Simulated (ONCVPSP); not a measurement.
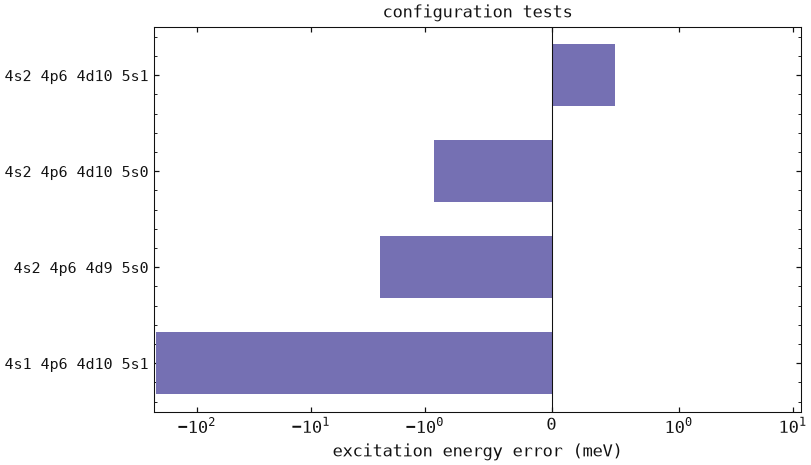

*Errors, all-electron minus pseudo, of the energies of valence configurations relative to the unpolarised reference 4s2 4p6 4d10 5s0.5.*

- Worst configuration: 4s1 4p6 4d10 5s1 (charge +1): the error is -228 meV on an all-electron energy of +98.95 eV relative to the reference, or 0.23 %.
- Errors in meV: 4s2 4p6 4d10 5s1: +0.5; 4s2 4p6 4d10 5s0: -0.9; 4s2 4p6 4d9 5s0: -2.5; 4s1 4p6 4d10 5s1: -228.

**Run report: Ag, pseudopotential generation**

- system: silver (Ag, Z = 47), core [Ar] 3d10, reference valence 4s2 4p6 4d10 5s0.5 (an ion of charge +0.5), valence charge 19.
- method: ONCV potential, PBEsol, scalar-relativistic, made with ONCVPSP 4.0.1

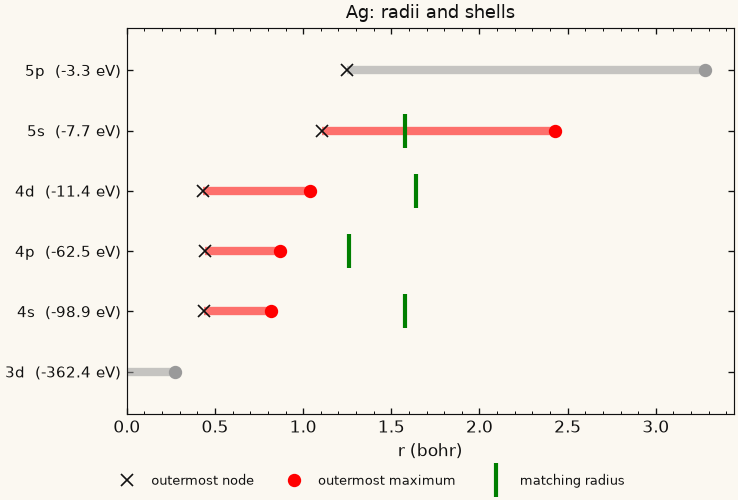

*Outer shells of the all-electron reference atom: each bar runs from the outermost node (or the nucleus) to the outermost maximum of u(r); the tick is the radius chosen for the pseudo-wave. Shells without a tick have no pseudo-wave of their own. Levels, nodes and maxima are from ld1.x, scalar-relativistic.*

- Radii against the shells: 4s: 1.58 bohr, outside the maximum; 4p: 1.26 bohr, outside the maximum; 4d: 1.64 bohr, outside the maximum; 5s: 1.58 bohr, between node and maximum.

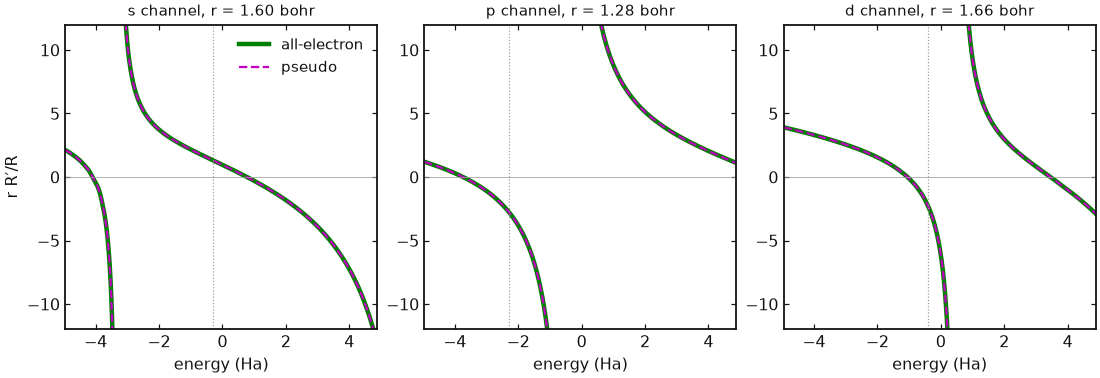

*Logarithmic derivatives r R′/R at the test radius against energy, all-electron atom (solid) and pseudo-atom (dashed). Here R(r) is the radial function. The dotted line marks the reference energy of the channel. Not drawn: f: not judged.*

- Ghost states: the plot shows none: pseudo and all-electron curves have the same branches in all channels drawn. The separate test gives: no bound ghost flagged; no localised positive-energy state flagged (flags above 300 eV left out).
- Poles, where the radial function vanishes at the test radius: s: all-electron at -3.3 Ha, pseudo at -3.3 Ha; p: all-electron at -0.4 Ha, pseudo at -0.4 Ha; d: all-electron at 0.5 Ha, pseudo at 0.5 Ha.
- Zeros of the logarithmic derivative: s: all-electron -4.1 and 0.8 Ha, pseudo -4.1 and 0.8 Ha; p: all-electron -3.7 Ha, pseudo -3.7 Ha; d: all-electron -1.0 and 3.5 Ha, pseudo -1.0 and 3.5 Ha.

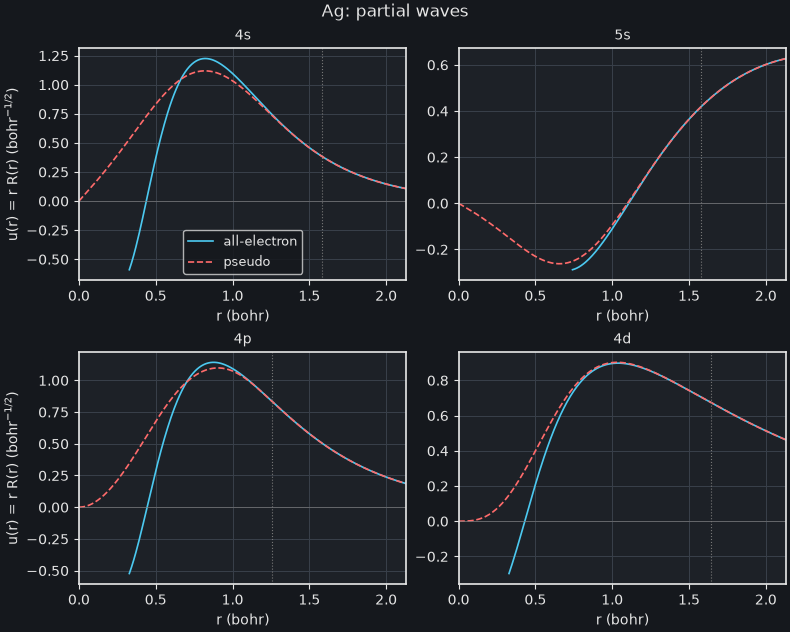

*Partial waves u(r) = r R(r), all-electron (solid) and pseudo (dashed). Dotted lines mark the matching radii. The innermost oscillations of some all-electron curves aren't drawn.*

Pseudo-waves: 4s has no node; 5s has a node at about 1.1 bohr; 4p has no node; 4d has no node. A node in 5s is expected, since a lower shell of the same l is also in the valence and the two must stay orthogonal.

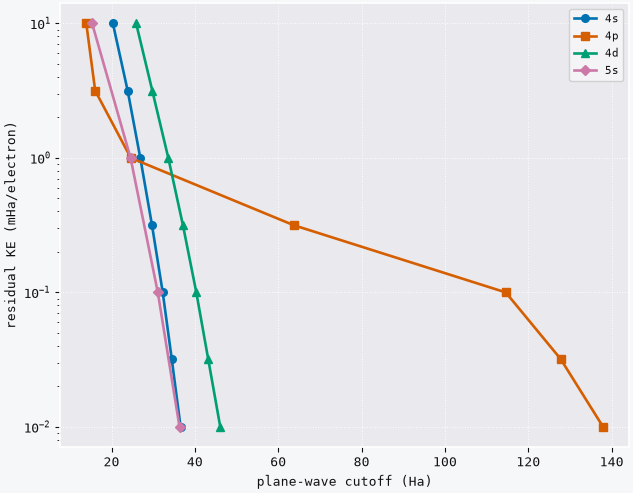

*Residual kinetic energy of the pseudo-waves (the first of each channel, and further valence shells) beyond the plane-wave cutoff, as the generator prints it.*

- Hardest wave at 1 mHa per electron: 4d, with rc = 1.64 bohr and qcut = 11.2 1/bohr. The optimisation minimises, but can't always remove, the kinetic energy above qcut²/2 = 62.7 Ha, and a larger rc would as a rule soften the wave at some cost in transferability.
- Cutoffs for 1 mHa per electron: 4d: 34 Ha; 4s: 27 Ha; 4p: 25 Ha; 5s: 25 Ha.
- Cutoffs for the occupied states: 34 Ha for 1 mHa and 115 Ha for 0.1 mHa per electron. The first is set by 4d.

Input and output of the run follow.

The input:
```
# ATOM AND REFERENCE CONFIGURATION
# atsym  z   nc   nv     iexc    psfile
  Ag 47.00    6    4  -116133      upf
#
#   n    l    f
    1    0    2.00
    2    0    2.00
    2    1    6.00
    3    0    2.00
    3    1    6.00
    3    2   10.00
    4    0    2.00
    4    1    6.00
    4    2   10.00
    5    0    0.50
#
# PSEUDOPOTENTIAL AND OPTIMIZATION
# lmax
    2
#
#   l,   rc,      ep,       ncon, nbas, qcut
    0    1.58    0.00    4    7    9.40
    1    1.26    0.00    4    8    7.40
    2    1.64    0.00    5   10   11.20
#
# LOCAL POTENTIAL
# lloc, lpopt,  rc(5),   dvloc0
    4    4    0.88    4.00
#
# VANDERBILT-KLEINMAN-BYLANDER PROJECTORs
# l, nproj, debl
    0    3    2.20
    1    2    3.10
    2    2    3.00
#
# MODEL CORE CHARGE
# icmod, fcfact, rcfact
    1    0.60    0.00
#
# LOG DERIVATIVE ANALYSIS
# epsh1, epsh2, depsh
   -5.00    5.00    0.04
#
# OUTPUT GRID
# rlmax, drl
    6.00    0.01
#
# TEST CONFIGURATIONS
# ncnf
    4
# nvcnf
#   n    l    f
    4
    4    0    2.00
    4    1    6.00
    4    2   10.00
    5    0    1.00
#
    4
    4    0    2.00
    4    1    6.00
    4    2   10.00
    5    0    0.00
#
    4
    4    0    2.00
    4    1    6.00
    4    2    9.00
    5    0    0.00
#
    4
    4    0    1.00
    4    1    6.00
    4    2   10.00
    5    0    1.00
#
```

Command:
```bash
oncvpsp.x < Ag.dat > Ag.out
```

Output (extracts):
```
ONCVPSP  (Optimized Norm-Conservinng Vanderbilt PSeudopotential)
scalar-relativistic version 4.0.1

#   n    l    f        energy (Ha)
    1    0    2.00    -9.3050063E+02
    2    0    2.00    -1.3713223E+02
    2    1    6.00    -1.2304069E+02
    3    0    2.00    -2.5247292E+01
    3    1    6.00    -2.0619737E+01
    3    2   10.00    -1.3316633E+01
    4    0    2.00    -3.6344467E+00
    4    1    6.00    -2.2953743E+00
    4    2   10.00    -4.1823433E-01
    5    0    0.50    -2.8325286E-01

Reference configufation results
  iterations    28
  all-electron total energy (Ha)   -5.31339256D+03

Begin loop to  construct optimized pseudo wave functions
and semi-local pseudopoentials for all angular momenta

   Wellstate for l =  0  n =  6
     eigenvalue =   1.9167
     asymptotic potential =   2.4167
     half-point radius =  2.8052

Calculating optimized projector #   1

 for l=   0

    Fraction of norm inside rc  0.968093
    Optimizing pswf for qcut=   9.39 a_B^-1,  ecut=  44.13 Ha
    Residual kinetic energy error=  1.53D-07 Ha

    Energy error per electron        Cutoff
         Ha          eV             Ha
         0.01000     0.27211       20.32
         0.00100     0.02721       26.90
         0.00010     0.00272       32.28
         0.00001     0.00027       36.56

Calculating optimized projector #   2

 for l=   0

    Fraction of norm inside rc  0.066100
    Optimizing pswf for qcut=   9.39 a_B^-1,  ecut=  44.13 Ha
    Residual kinetic energy error=  9.21D-08 Ha

    Energy error per electron        Cutoff
         Ha          eV             Ha
         0.01000     0.27211       15.34
         0.00100     0.02721       24.56
         0.00010     0.00272       31.10
         0.00001     0.00027       36.31

Calculating optimized projector #   3

 for l=   0

    Fraction of norm inside rc  0.125247
    Optimizing pswf for qcut=   9.39 a_B^-1,  ecut=  44.13 Ha
    Residual kinetic energy error=  6.23D-07 Ha

    Energy error per electron        Cutoff
         Ha          eV             Ha
         0.01000     0.27211       21.03
         0.00100     0.02721       28.93
         0.00010     0.00272       34.82
         0.00001     0.00027       39.45

   Wellstate for l =  1  n =  6
     eigenvalue =   0.8046
     asymptotic potential =   1.3046
     half-point radius =  4.6061

Calculating optimized projector #   1

 for l=   1

    Fraction of norm inside rc  0.786859
    Optimizing pswf for qcut=   7.41 a_B^-1,  ecut=  27.43 Ha
    Residual kinetic energy error=  7.32D-04 Ha

    Energy error per electron        Cutoff
         Ha          eV             Ha
         0.01000     0.27211       13.94
         0.00100     0.02721       24.62
         0.00010     0.00272      114.58
         0.00001     0.00027      137.94

Calculating optimized projector #   2

 for l=   1

    Fraction of norm inside rc  0.032413
    Optimizing pswf for qcut=   7.41 a_B^-1,  ecut=  27.43 Ha
    Residual kinetic energy error=  2.00D-04 Ha

    Energy error per electron        Cutoff
         Ha          eV             Ha
         0.01000     0.27211       11.45
         0.00100     0.02721       15.62
         0.00010     0.00272       31.69
         0.00001     0.00027       88.66

   Wellstate for l =  2  n =  6
     eigenvalue =   2.5818
     asymptotic potential =   3.0818
     half-point radius =  3.2348

Calculating optimized projector #   1

 for l=   2

    Fraction of norm inside rc  0.714548
    Optimizing pswf for qcut=  11.21 a_B^-1,  ecut=  62.81 Ha
    Residual kinetic energy error=  3.02D-09 Ha

    Energy error per electron        Cutoff
         Ha          eV             Ha
         0.01000     0.27211       25.90
         0.00100     0.02721       33.61
         0.00010     0.00272       40.33
         0.00001     0.00027       46.08

Calculating optimized projector #   2

 for l=   2

    Fraction of norm inside rc  0.101936
    Optimizing pswf for qcut=  11.21 a_B^-1,  ecut=  62.81 Ha
    Residual kinetic energy error=  3.10D-08 Ha

    Energy error per electron        Cutoff
         Ha          eV             Ha
         0.01000     0.27211       25.59
         0.00100     0.02721       34.37
         0.00010     0.00272       42.12
         0.00001     0.00027       49.09

Construct Vanderbilt / Kleinmman-Bylander projectors

B matrix Hermiticity error, ll=   0
   1   2    4.1999E-04
   1   3   -8.7166E-04
   2   3    1.1858E-04

  Orthonormal projector coefficients  1.7697E+01  4.9010E+00  5.4496E-01

B matrix Hermiticity error, ll=   1
   1   2   -3.5160E-04

  Orthonormal projector coefficients  8.5021E+00  2.4371E+00

B matrix Hermiticity error, ll=   2
   1   2   -3.2930E-04

  Orthonormal projector coefficients  1.7934E+00  4.9375E-01

Model core correction analysis
  based on d2Exc/dn_idn_j

d2excae - all-electron derivatives

   -3.310406D-02   -2.961223D-02   -1.821069D-02   -1.417323D-03
   -2.964426D-02   -2.755611D-02   -1.820703D-02   -1.237173D-03
   -1.842173D-02   -1.846628D-02   -1.446991D-02   -9.247683D-04
   -1.639805D-03   -1.586785D-03   -1.428509D-03   -2.351697D-04

d2excps - pseudofunction derivatives with no core correction

   -4.213607D-02   -3.383495D-02   -1.965176D-02   -2.177191D-03
   -3.386775D-02   -3.089643D-02   -1.995082D-02   -1.573800D-03
   -1.986283D-02   -2.021007D-02   -1.553308D-02   -1.022604D-03
   -2.399917D-03   -1.923413D-03   -1.526410D-03   -2.905881D-04

rms 2nd derivative error    2.970412E-03

Polynomial model core charge

d2excps - pseudofunction derivatives with core correction

   -2.956643D-02   -2.765363D-02   -1.772967D-02   -1.235657D-03
   -2.768551D-02   -2.709833D-02   -1.865734D-02   -1.109111D-03
   -1.794053D-02   -1.891651D-02   -1.507660D-02   -8.755599D-04
   -1.458066D-03   -1.458665D-03   -1.379310D-03   -2.208927D-04

rms 2nd derivative error    1.165589E-03

Pseudoatom total energy -147.368676

Diagnostic tests using Vanderbilt-Kleinman-Bylander pseudopotentials
  1 or more projectors used as specified by nproj input data

   l    rcore       rmatch      e in        delta e   norm test  slope test

   0   1.5828937   1.6309538  -3.6344467   0.0000051   1.0002381   1.0002187
   0   1.5828937   1.6309538  -0.2832529   0.0000041   1.0000390   1.0000297
   0   1.5828937   1.6309538   1.9167471   0.0000577   1.0002847   1.0002847

   1   1.2610389   1.2993268  -2.2953743  -0.0000167   1.0001862   1.0002115
   1   1.2610389   1.2993268   0.8046257   0.0000298   1.0004893   1.0004893

   2   1.6407395   1.6905559  -0.4182343   0.0000060   1.0000925   1.0001177
   2   1.6407395   1.6905559   2.5817657   0.0000883   1.0002669   1.0002669

 Testing for bound ghosts
   n   l    E NL Schr. Eq   E Basis Diag.   E Cutoff

   1   0       -3.634442       -3.634430    105.73
   2   0       -0.283249       -0.225941    105.73

   2   1       -2.295391       -2.295292    190.62

   3   2       -0.418228       -0.416552    205.95

 Testing for highly-localized positive-energy ghosts
       l    <radius>/rc     E Basis Diag.   E Cutoff

       0        0.843447       19.924170    105.73  WARNING - GHOST(+)

Test configuration 0

   n   l     f        eae           eps        diff
   1   0  2.0000 -930.50062601
   2   0  2.0000 -137.13222942
   2   1  6.0000 -123.04068772
   3   0  2.0000  -25.24729185
   3   1  6.0000  -20.61973730
   3   2 10.0000  -13.31663292
   4   0  2.0000   -3.63444667   -3.63444160    5.07D-06
   4   1  6.0000   -2.29537426   -2.29539094   -1.67D-05
   4   2 10.0000   -0.41823433   -0.41822837    5.97D-06
   5   0  0.5000   -0.28325286   -0.28324877    4.10D-06

    Total energies and differences
      AE_ref= -5.31339256D+03  AE_tst= -5.31339256D+03  dif=  0.00D+00
      PS_ref= -1.47368676D+02  PS_tst= -1.47368676D+02  dif=  0.00D+00
      PSP excitation error=  0.00D+00

Test configuration 1

   n   l     f        eae           eps        diff
   1   0  2.0000 -930.35701219
   2   0  2.0000 -136.99047868
   2   1  6.0000 -122.89883150
   3   0  2.0000  -25.10483980
   3   1  6.0000  -20.47729013
   3   2 10.0000  -13.17436085
   4   0  2.0000   -3.49003526   -3.48977163    2.64D-04
   4   1  6.0000   -2.15033603   -2.15024394    9.21D-05
   4   2 10.0000   -0.27389483   -0.27390034   -5.51D-06
   5   0  1.0000   -0.16247501   -0.16246419    1.08D-05

    Total energies and differences
      AE_ref= -5.31339256D+03  AE_tst= -5.31350355D+03  dif= -1.11D-01
      PS_ref= -1.47368676D+02  PS_tst= -1.47479684D+02  dif= -1.11D-01
      PSP excitation error=  1.82D-05

Test configuration 2

   n   l     f        eae           eps        diff
   1   0  2.0000 -930.65753480
   2   0  2.0000 -137.28676295
   2   1  6.0000 -123.19535569
   3   0  2.0000  -25.40264045
   3   1  6.0000  -20.77507942
   3   2 10.0000  -13.47176177
   4   0  2.0000   -3.79194555   -3.79229702   -3.51D-04
   4   1  6.0000   -2.45351131   -2.45368138   -1.70D-04
   4   2 10.0000   -0.57486795   -0.57485662    1.13D-05

    Total energies and differences
      AE_ref= -5.31339256D+03  AE_tst= -5.31321889D+03  dif=  1.74D-01
      PS_ref= -1.47368676D+02  PS_tst= -1.47194968D+02  dif=  1.74D-01
      PSP excitation error= -3.42D-05

Test configuration 3

   n   l     f        eae           eps        diff
   1   0  2.0000 -931.19350190
   2   0  2.0000 -137.82685710
   2   1  6.0000 -123.73515024
   3   0  2.0000  -25.94045598
   3   1  6.0000  -21.31289659
   3   2 10.0000  -14.01008475
   4   0  2.0000   -4.31787903   -4.31798289   -1.04D-04
   4   1  6.0000   -2.97330117   -2.97330955   -8.38D-06
   4   2  9.0000   -1.06154441   -1.06151585    2.86D-05

    Total energies and differences
      AE_ref= -5.31339256D+03  AE_tst= -5.31240622D+03  dif=  9.86D-01
      PS_ref= -1.47368676D+02  PS_tst= -1.46382246D+02  dif=  9.86D-01
      PSP excitation error= -9.16D-05

Test configuration 4

   n   l     f        eae           eps        diff
   1   0  2.0000 -931.00546937
   2   0  2.0000 -137.59716146
   2   1  6.0000 -123.50807865
   3   0  2.0000  -25.70759840
   3   1  6.0000  -21.07986603
   3   2 10.0000  -13.77531147
   4   0  1.0000   -4.02482038   -4.03936414   -1.45D-02
   4   1  6.0000   -2.67207448   -2.67789328   -5.82D-03
   4   2 10.0000   -0.74582734   -0.74546758    3.60D-04
   5   0  1.0000   -0.47360388   -0.47430884   -7.05D-04

    Total energies and differences
      AE_ref= -5.31339256D+03  AE_tst= -5.30975611D+03  dif=  3.64D+00
      PS_ref= -1.47368676D+02  PS_tst= -1.43723847D+02  dif=  3.64D+00
      PSP excitation error= -8.38D-03
```

Results in brief:

- outcome: generated
- cutoffs needed: 34 Ha and 115 Ha (the cutoffs at which the residual kinetic energy of the hardest occupied pseudo-wave falls to 1 and 0.1 mHa per electron)
- ghost test: no bound ghost flagged; no localised positive-energy state flagged (flags above 300 eV left out)
- largest excitation error: -228 meV (all-electron minus pseudo) for 4s1 4p6 4d10 5s1, out of 4 test configurations
- rms error of d²Exc/dni dnj: 2.97 mHa without and 1.17 mHa with the model core
- range over which the phases arctan(r R′/R) at the test radius agree within 0.05 rad (a looser test near the poles than one of phase shifts): s: over the whole range computed; p: over the whole range computed; d: over the whole range computed; f: not judged, local potential alone
- hardware: 1 CPU thread, shared host
- wall time: 5 s
